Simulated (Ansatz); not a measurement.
Input

```
crystal:
  periodic: [false, false, false]
  atoms:
    - {symbol: C, position_ang: [-2.102111, 0.706234, -1.393300]}
    - {symbol: O, position_ang: [-1.977156, -0.341841, -0.532511]}
    - {symbol: O, position_ang: [-2.453929, 1.813295, -1.106443]}
    - {symbol: S, position_ang: [-1.430429, -1.626726, -1.618520]}
    - {symbol: S, position_ang: [-1.614672, -0.007818, -2.995839]}
basis:
  gaussian:
    orbitals: def2-TZVPD
hamiltonian:
  xc: {name: PBE0}
output: {forces: true, orbitals: {seedname: orbitals}}
```

Launched as:

```sh
ansatz run input.yaml --threads 1 --pin off --max-ram 2610MiB --events-out events.jsonl --progress --plain --runs-dir runs
```

Geometry: PBE-D3(BJ)/def2-SVP.

Theory: Ansatz 0.2.0, isolated molecule in a Gaussian basis; Kohn-Sham density functional theory, functional PBE0.

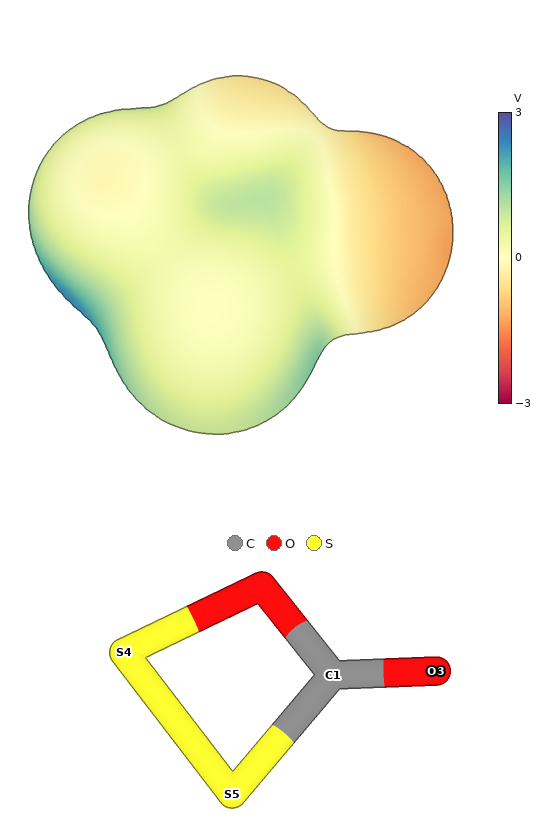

CO2S2 (SMILES O=c1oss1). The molecular electrostatic potential painted on the density surface at 0.002 e/bohr³, seen at a tilt; red is negative and blue positive. The bare structure is drawn below in the same view.

### Which sites attract a positive test charge, and which a negative one?

A positive charge is drawn to the negative regions and a negative charge to the positive ones. The most negative region (about −1.2 V) lies over O3, the most positive (about +2.2 V) over S4. O3 is the likeliest acceptor of a hydrogen bond.

### What dipole moment does the calculation give?

Its dipole moment is 2.86 D.
